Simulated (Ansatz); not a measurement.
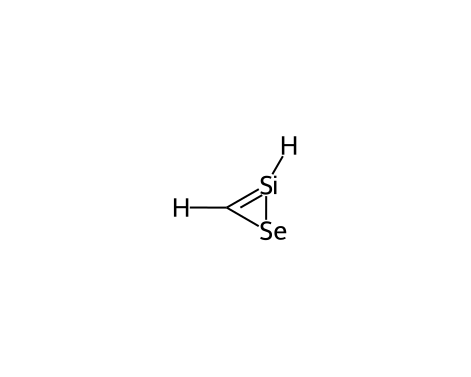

Computed geometry: PBE0-D4/def2-TZVP optimisation. No frequency run is at hand to confirm it as a minimum. Method: RKS PBE0-D4/def2-TZVPP (Ansatz 0.2.0).

Question: Estimate the HOMO energy (Kohn–Sham orbital).

Answer: −5.27 eV.

Question: Estimate the HOMO–LUMO gap.

Answer: 3.60 eV.
